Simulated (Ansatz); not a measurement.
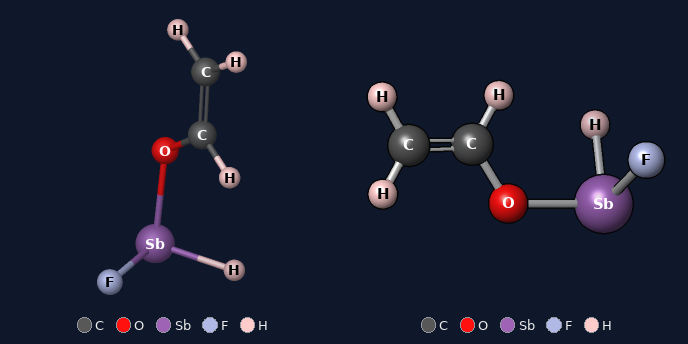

The same structure drawn twice, from different directions.

Which formula does it have?

Answer. C2H4FOSb, 9 atoms: 2 carbon, 4 hydrogen, 1 fluorine, 1 oxygen and 1 antimony.

Name some functional groups or characteristic bonds that it holds.

Answer. Among them: alkene.

How many atoms are distinct by symmetry?

Answer. 9: 1 C, 1 C, 1 O, 1 Sb, 1 F, 1 H, 1 H, 1 H, 1 H.

Write the SMILES.

Answer. C=C[O][SbH][F]

More results for the same structure follow; atom numbers are the same in all pictures, views and colours differ. The geometry was computed by an optimisation with PBE0-D4/def2-TZVP.

### Geometry

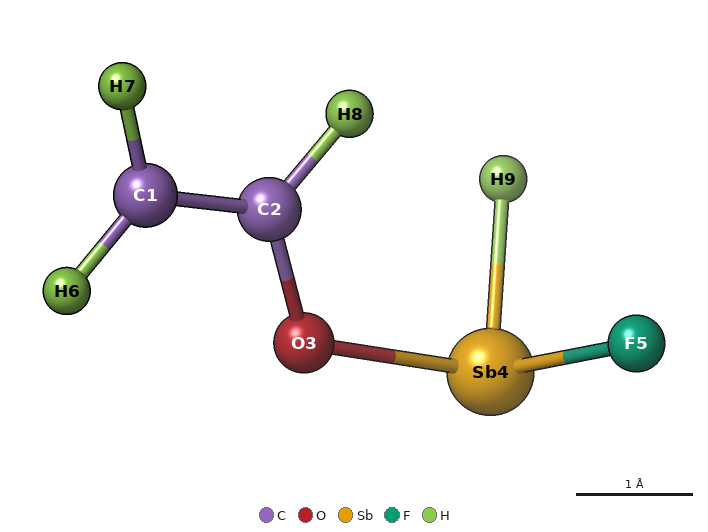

Atoms carry their numbers in the input.

List the bonds and their lengths.

```json
{"bond": "C1–C2", "length (Å)": "1.324"}
{"bond": "C1–H6", "length (Å)": "1.083"}
{"bond": "C1–H7", "length (Å)": "1.081"}
{"bond": "C2–O3", "length (Å)": "1.357"}
{"bond": "C2–H8", "length (Å)": "1.090"}
{"bond": "O3–Sb4", "length (Å)": "1.950"}
{"bond": "Sb4–F5", "length (Å)": "1.914"}
{"bond": "Sb4–H9", "length (Å)": "1.727"}
```

### Vibrations

Harmonic vibrations computed with RKS PBE0-D4/def2-TZVP, core potentials on Sb (Ansatz 0.2.0) at a stationary point of the same level.

List the wavenumbers.

Answer. 21 modes: 36, 75, 169, 229, 365, 611, 642, 685, 700, 718, 871, 978, 1000, 1196, 1352, 1421, 1710, 1907, 3136, 3182, 3278 cm⁻¹.

### Dipole moment

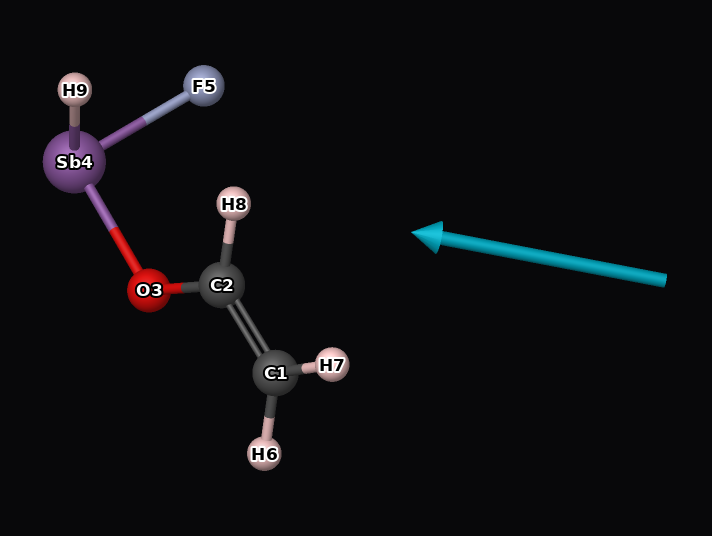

The arrow beside the molecule shows the direction of the dipole moment, from the negative to the positive end (its length means nothing). Properties computed with RKS PBE0-D4/def2-TZVP, core potentials on Sb (Ansatz 0.2.0).

How large is the dipole moment?

Answer. 2.57 D; it points from the side of H7 to the side of H9 (the outermost atoms at the two ends).

### Charges

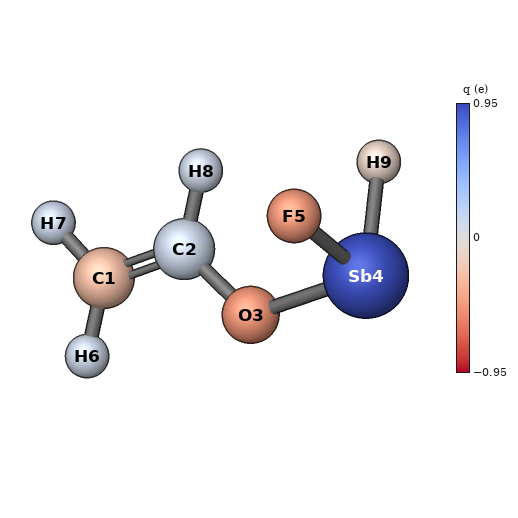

Atoms are coloured by their Mulliken charges. Properties computed with RKS ωB97M-V/def2-TZVPP, core potentials on Sb (Ansatz 0.2.0).

Which atom carries the highest charge (most positive or least negative)?

Answer. Sb4 (0.92 e).

And the lowest?

Answer. O3 (−0.48 e).

List the Mulliken charges.

```
atom  value (e)
  C1      −0.26
  C2       0.10
  O3      −0.48
 Sb4       0.92
  F5      −0.46
  H6       0.09
  H7       0.10
  H8       0.08
  H9      −0.10
```

Mulliken values depend strongly on the basis set and can even reverse the polarity of a bond.
